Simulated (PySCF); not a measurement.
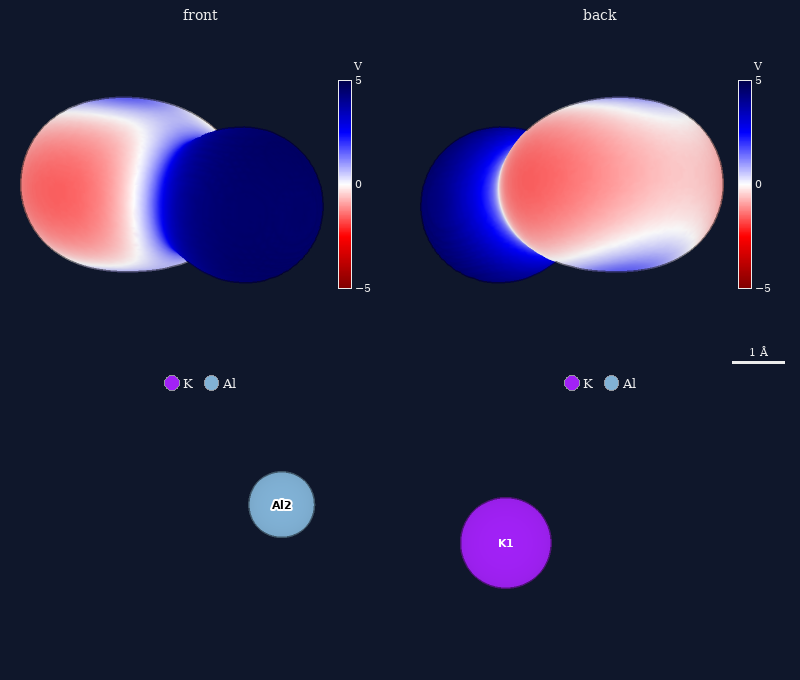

The picture shows: KAl (triplet). The molecular electrostatic potential painted on the density surface at 0.004 e/bohr³, seen from the front and from behind; red is negative and blue positive. The bare structure is drawn below in the same view.

Computed with PySCF 2.14.0, PBE0/def2-SVPD, non-relativistic Hamiltonian with scalar-relativistic core potentials where named, at a bond length of 3.402 Å.

```xyz
2

K     0.0000    0.0000   -1.3919
Al    0.0000    0.0000    2.0101
```

Q: Which sites attract a positive test charge, and which a negative one?

A: A positive charge is drawn to the negative regions and a negative charge to the positive ones. The most negative region (about −1.5 V) lies over Al2, the most positive (about +4.6 V) over K1.
